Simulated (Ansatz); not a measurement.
## Electronic structure of Al₂Cl₂H₂ (SMILES [AlH2][Al]([Cl])[Cl]) in real space

```xyz
6

Al   -0.7916    1.0587   -0.4339
Al    0.6796   -0.9154    0.3508
Cl    1.6383   -0.9244    2.2201
Cl    1.0047   -2.6202   -0.8329
H    -1.5231    1.0007   -1.8409
H    -0.9658    2.3366    0.4908
```

Geometry: PBE0-D4/def2-TZVP.

Computed with RKS PBE0-D4/def2-TZVPP (Ansatz 0.2.0).

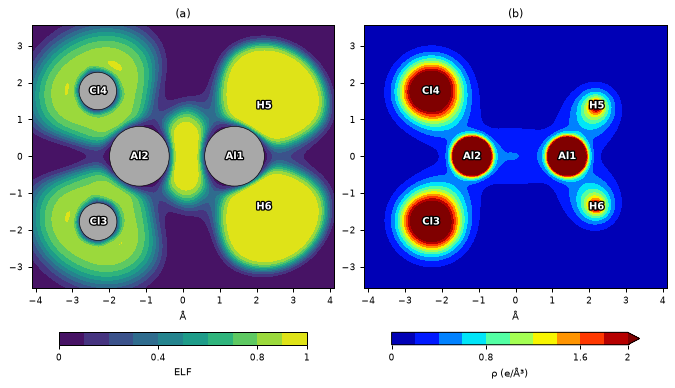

Figure 1. (a) electron localisation function; (b) total electron density on the molecular plane. Grey discs cover the atomic cores in the ELF map.

Read the bonding off the picture.

Answer.
- Atoms in the plane: Al, Cl and H.
- Al–Cl (2.10 Å): the density is about 0.74 e/Å³ at the midpoint; the ELF peaks at about 0.85 in the valence shell of Cl, 0.9 Å from its nucleus, and is about 0.80 at the midpoint.
- Al–Al (2.58 Å): ρ at the midpoint is about 0.4 e/Å³; the ELF peaks at about 1 between the atoms: a covalent bond.
- Al–H (1.59 Å): ρ at the midpoint is about 0.56 e/Å³; the ELF climbs to about 1 towards the hydrogen.
- The ELF also peaks beside Cl3 and Cl4, away from the bonds: lone-pair regions.

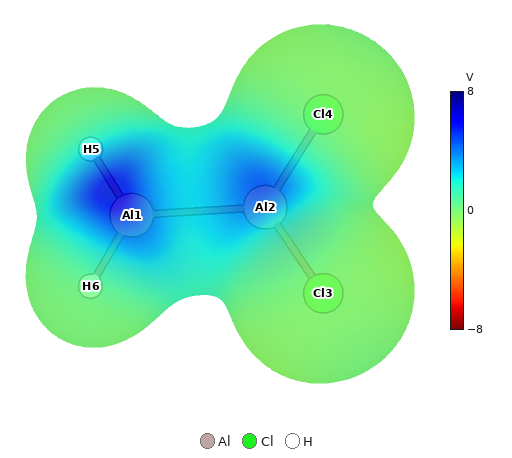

Figure 2. The electrostatic potential painted on the density surface at 0.004 e/bohr³, seen at a tilt; the colour scale runs from red (negative) to blue (positive).

Which sites attract a positive test charge, and which a negative one?

Answer. A positive charge is drawn to the negative regions and a negative charge to the positive ones. The most negative region (about −0.5 V) lies over Cl3 and Cl4, the most positive (about +6.2 V) over Al1.

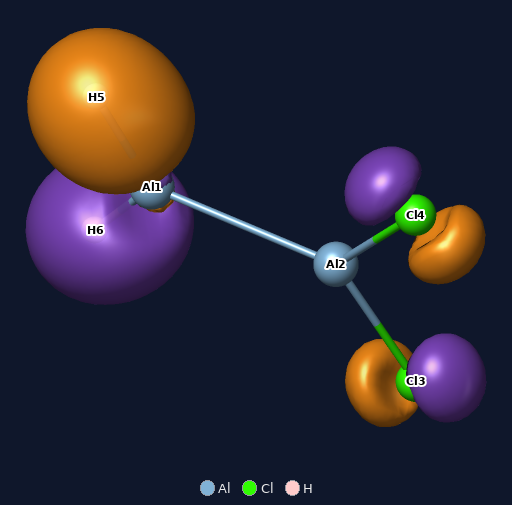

Figure 3. The HOMO−1 at ±0.15 Å⁻³ᐟ² (orange and purple are the two phases), seen at an oblique angle.

Where does this orbital lie, and at what energy?

Answer. It lies mainly on Al1 (about 30 %), H5 (about 25 %), H6 (about 25 %), Cl3 (about 10 %) and Cl4 (about 10 %); it is symmetric in the molecular plane (an in-plane orbital: σ, lone-pair or in-plane π type). Its energy is −8.89 eV.

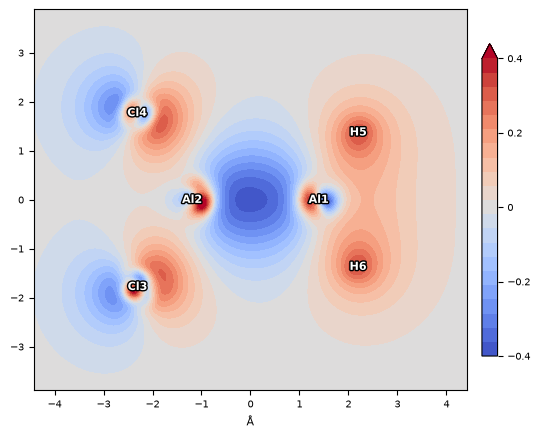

Figure 4. The HOMO on the molecular plane (values in Å⁻³ᐟ²; the overall sign is arbitrary).

Describe this orbital and give its energy.

Answer. Its weight (Hirshfeld) is mainly on Al1 (about 35 %), Al2 (about 30 %), Cl3 (about 10 %), Cl4 (about 10 %), H5 (about 5 %) and H6 (about 5 %); it is symmetric in the molecular plane (an in-plane orbital: σ, lone-pair or in-plane π type). Its energy is −7.68 eV.
